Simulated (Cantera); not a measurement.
A closed system holds: 1 mol SiC, 0.86 mol N2, equilibrated at 2500 °C.

Cantera equilibrium calculation (NASA polynomials, part measured and part estimated; ideal gas, pure solids and liquids). Candidate condensed phases: C, Si, SiC, Si3N4; 20 gas species. The tables' values for SiN are old estimates; treat these amounts as uncertain. Kinetics and transport are ignored.

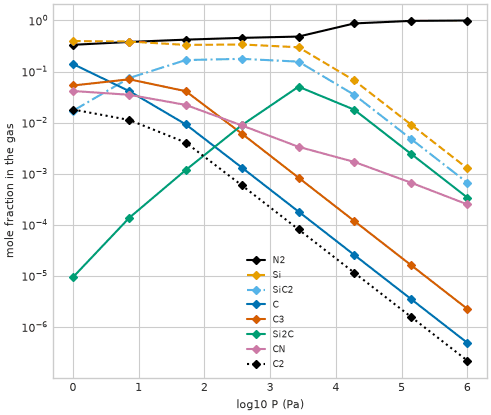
Figure: Equilibrium gas composition (values under 1e-9 drawn at 1e-9)

Question: Read off the mole fractions at 3.70 mbar.

Answer: N2 about 0.46, Si about 0.34, SiC2 about 0.18, Si2C about 0.0089, CN about 0.0088, C3 about 0.0061, C about 0.0013, C2 about 0.00059.
